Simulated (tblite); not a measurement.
Energy landscape of H2Cl, doublet: collinear H-Cl-H surface. Scanned: H-Cl distance and Cl-H distance.

Cartesian coordinates as functions of the variables (Å; names that start with a are angles):
```
H  0  0  -r1
Cl  0  0  0
H  0  0  r2
```

Computed with tblite with GFN2-xTB, 300 K electronic temperature.

Energy in eV above the lowest grid point; x is the H-Cl distance (Å), y the Cl-H distance (Å).

```csv
y \ x,1.09,1.18,1.28,1.38,1.50,1.63,1.77,1.92,2.11,2.37,2.69,3.14,3.71
3.71,0.617,0.134,0.002,0.101,0.386,0.800,1.297,1.837,2.478,3.209,3.841,4.307,4.481
3.14,0.616,0.133,0.000,0.099,0.382,0.795,1.291,1.828,2.460,3.173,3.774,4.180,4.307
2.69,0.628,0.141,0.005,0.100,0.377,0.781,1.264,1.782,2.379,3.022,3.509,3.774,3.841
2.37,0.671,0.177,0.030,0.113,0.372,0.752,1.199,1.667,2.182,2.691,3.022,3.173,3.209
2.11,0.785,0.274,0.106,0.163,0.384,0.709,1.082,1.455,1.839,2.182,2.379,2.460,2.478
1.92,0.984,0.449,0.248,0.265,0.426,0.672,0.944,1.202,1.455,1.667,1.782,1.828,1.837
1.77,1.278,0.709,0.464,0.425,0.505,0.647,0.800,0.944,1.082,1.199,1.264,1.291,1.297
1.63,1.720,1.103,0.790,0.667,0.627,0.631,0.647,0.672,0.709,0.752,0.781,0.795,0.800
1.50,2.297,1.614,1.207,0.971,0.781,0.627,0.505,0.426,0.384,0.372,0.377,0.382,0.386
1.38,2.945,2.191,1.680,1.319,0.971,0.667,0.425,0.265,0.163,0.113,0.100,0.099,0.101
1.28,3.540,2.735,2.143,1.680,1.207,0.790,0.464,0.248,0.106,0.030,0.005,0.000,0.002
1.18,4.220,3.387,2.735,2.191,1.614,1.103,0.709,0.449,0.274,0.177,0.141,0.133,0.134
1.09,5.057,4.220,3.540,2.945,2.297,1.720,1.278,0.984,0.785,0.671,0.628,0.616,0.617
```

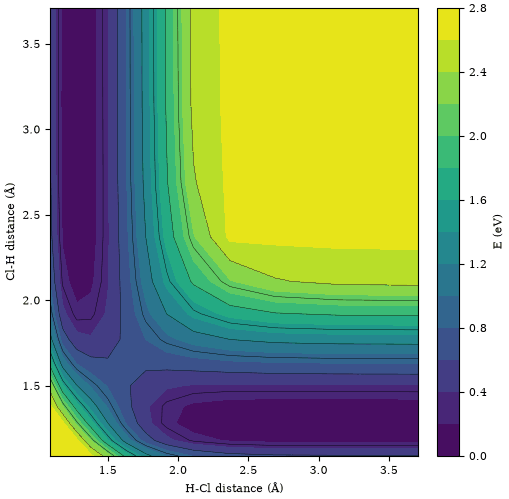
*Energy surface, cut off at 3 eV.*

Points that lie below all their neighbours on the grid: x = 3.14, y = 1.28 (0.000 eV); x = 1.28, y = 3.14 (0.000 eV). The lowest path on the grid from the first to the second passes x = 1.50, y = 1.63 at 0.627 eV.
